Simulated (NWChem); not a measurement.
# [SiH3]− (SMILES [SiH3-]): B3LYP/def2-SVPD

We compute a structure relaxation of [SiH3]−. 

The results are computed with NWChem 7.3.0.

2 further runs of the same task are left out: 2 set aside as unsound or not needed.

## 1. Starting point

[SiH3]− has 4 atoms, charge -1, and is taken as a singlet. SMILES: `[SiH3-]`. The coordinates come from a PBE0-D4/def2-TZVPD relaxation. The run starts from this shape.

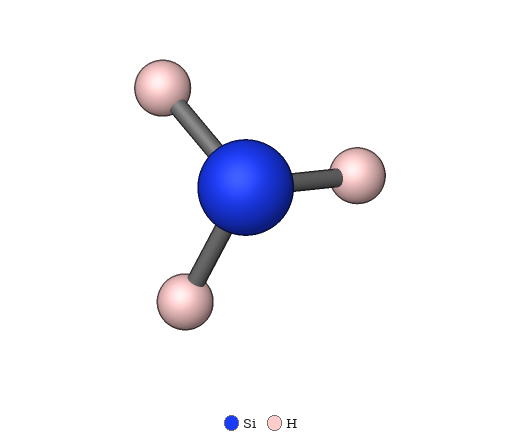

Viewed from a chosen angle; silicon blue, hydrogen pink.

## 2. A geometry optimisation at B3LYP/def2-SVPD

Contents of input.nw:

```
start input
memory stack 880 mb heap 220 mb global 1100 mb
charge -1

geometry
   Si       0.539700      -0.050700      -0.300900
   H        0.426600       0.622300       1.085900
   H       -0.298500      -1.283700       0.106800
   H       -0.667800       0.712200      -0.891800
end

basis spherical bse
   * library def2-SVPD
end

dft
   xc b3lyp
   grid fine
   convergence energy 1e-08
   iterations 100
   mulliken
   noprint "final vectors analysis"
end

driver
   tight
   maxiter 40
end

task dft optimize
```

Launch:

```sh
nwchem input.nw > input.out
```

The program printed:

```text
[...]
 Group name             C3
[...]
          Wavefunction type:  closed shell.
          No. of atoms     :     4
          No. of electrons :    18
[...]
          Charge           :    -1
          Spin multiplicity:     1
[...]
          AO basis - number of functions:    48
[...]
              XC Information
              --------------
                         B3LYP Method XC Potential
                     Hartree-Fock (Exact) Exchange  0.200
                        Slater Exchange Functional  0.800 local
                    Becke 1988 Exchange Functional  0.720 non-local
              Lee-Yang-Parr Correlation Functional  0.810
                  VWN I RPA Correlation Functional  0.190 local
[...]
 d= 0,ls=0.0,diis     1   -291.0407565157 -3.06D+02  3.22D-01  1.26D+00     0.2
[...]
         Total DFT energy =     -291.204500428554
[...]
  wavefunction    = closed shell
[...]
@    0    -291.20450043  0.0D+00  0.00165  0.00137  0.00000  0.00000      1.1
[...]
         Total DFT energy =     -291.204559109039
[...]
@    1    -291.20457479 -7.4D-05  0.00061  0.00046  0.01102  0.02780      2.6
[...]
@    2    -291.20457897 -4.2D-06  0.00029  0.00022  0.00176  0.00343      3.5
[...]
         Total DFT energy =     -291.204580120693
[...]
         Total DFT energy =   -291.204580120693
[...]
@    3    -291.20458012 -1.1D-06  0.00000  0.00000  0.00142  0.00280      4.4
[...]
 d= 0,ls=0.0,diis     2   -291.2045801208 -8.58D-12  8.61D-07  2.95D-12     4.6
         Total DFT energy =     -291.204580120759
      One electron energy =     -436.884927579542
           Coulomb energy =      152.835637942113
    Exchange-Corr. energy =      -22.167721601737
 Nuclear repulsion energy =       15.012431118406
[...]
      Total Density - Mulliken Population Analysis
     ---------------------------------------------
    Atom       Charge   Shell Charges
 -----------   ------   -------------------------------------------------------
    1 Si  14    15.20   2.00  1.98  1.14  0.14  0.32  5.92  1.17  2.34  0.11  0.07
    2 H    1     0.93   0.74  0.08  0.01  0.10
    3 H    1     0.93   0.74  0.08  0.01  0.10
    4 H    1     0.93   0.74  0.08  0.01  0.10
[...]
         Total DFT energy =   -291.204580120759
[...]
                         DFT ENERGY GRADIENTS
    atom               coordinates                        gradient
                 x          y          z           x          y          z
   1 Si      0.000000   0.000000   0.302171    0.000000   0.000000  -0.000001
   2 H       1.949381  -1.504465  -1.295311   -0.000000   0.000000   0.000000
   3 H       0.328214   2.440445  -1.295311   -0.000000  -0.000000   0.000000
   4 H      -2.277595  -0.935981  -1.295311    0.000000  -0.000000   0.000000
[...]
@    4    -291.20458012 -6.6D-11  0.00000  0.00000  0.00000  0.00001      4.9
[...]
      Optimization converged
[...]
@    4    -291.20458012 -6.6D-11  0.00000  0.00000  0.00000  0.00001      4.9
[...]
```

Run time: 5.4 s. Hardware: 1 thread of Intel Xeon Platinum 8375C at 2.90GHz (Ice Lake), shared host; peak memory 0.11 GiB.

Steps, from the record of the run:

```
step  energy from the first frame kept (eV)
   0                                 0.0000
   1                                -0.0020
   2                                -0.0021
   3                                -0.0022
   4                                -0.0022
```

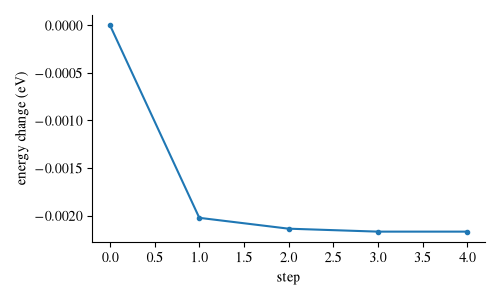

Energy along the run.

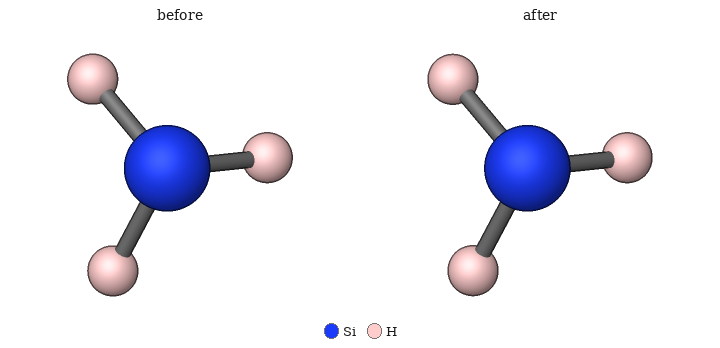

Before and after, at one scale.

After the run. Bond lengths: Si1–H2 1.553 Å, Si1–H3 1.553 Å, Si1–H4 1.553 Å. Angles: H2–Si1–H3 93.2°, H2–Si1–H4 93.2°, H3–Si1–H4 93.2°.

## 3. Summary of results

Level: B3LYP/def2-SVPD.

| quantity | value |
| --- | --- |
| total energy at the end | -291.20458 Eh |

**Reading.** At the final geometry: Bond lengths: Si1–H2 1.553 Å, Si1–H3 1.553 Å, Si1–H4 1.553 Å. Angles: H2–Si1–H3 93.2°, H2–Si1–H4 93.2°, H3–Si1–H4 93.2°. The optimisation took 5 steps and changed the energy by -0.002 eV.
